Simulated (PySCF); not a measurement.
```xyz
10

N    -2.7513    1.7830   -0.7505
C    -2.0869    0.9235   -0.3877
Si   -1.0089   -0.4821    0.2135
C     0.7248    0.2272    0.3647
C     1.7814   -0.3006   -0.2308
Cl    3.3745    0.3369   -0.0824
H    -1.5379   -0.8717    1.5228
H    -1.0877   -1.5444   -0.7884
H     0.8625    1.1087    0.9773
H     1.7383   -1.1758   -0.8610
```

Geometry: GFN2-xTB.

All numbers below come from B3LYP/def2-SVPD, SCF density, gas phase (PySCF).

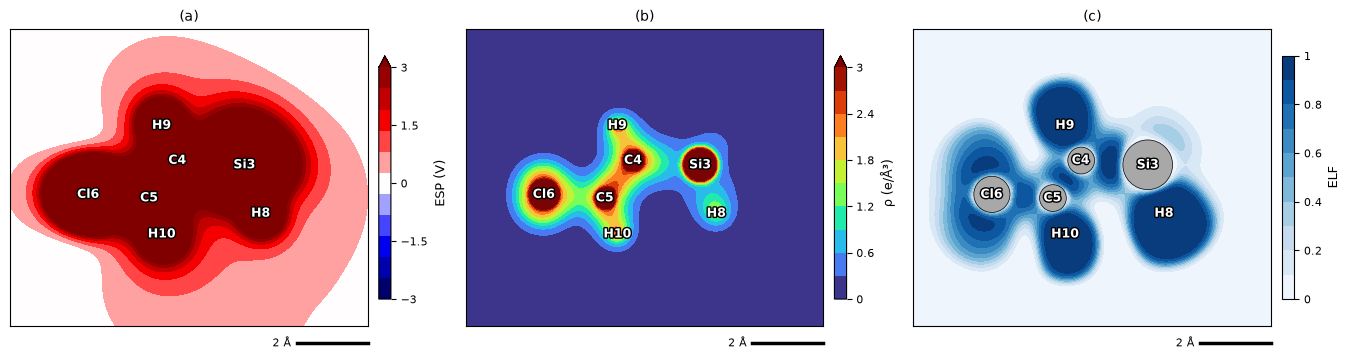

C₃H₄ClNSi. (a) molecular electrostatic potential; (b) electron density; (c) ELF on the plane of atoms Si3, C4 and H9. Grey discs cover the atomic cores in the ELF map.

Question: What do the fields say about this system?

Answer:
- Atoms in the plane: Si, C, Cl and H.
- C–C (1.32 Å): ρ is about 2.3 e/Å³ halfway; the ELF peaks at about 0.90 between the atoms (a multiple bond).
- C–Cl (1.72 Å): ρ is about 1.5 e/Å³ halfway; the ELF peaks at about 0.90 between the atoms; a shared electron pair.
- C–Si (1.88 Å): ρ at the midpoint is about 0.95 e/Å³; the ELF peaks at about 0.95 between the atoms; a shared electron pair.
- C–H (1.08 Å): the density is about 2.1 e/Å³ at the midpoint; the ELF climbs to about 1 towards the hydrogen, as it does in any bond to H: an ordinary covalent bond to hydrogen.
- Si–H (1.46 Å): ρ is about 0.81 e/Å³ halfway; the ELF climbs to about 1 towards the hydrogen.
- The ELF also peaks beside Cl6, away from the bonds: lone-pair regions.
- The potential has no marked negative region in this plane.
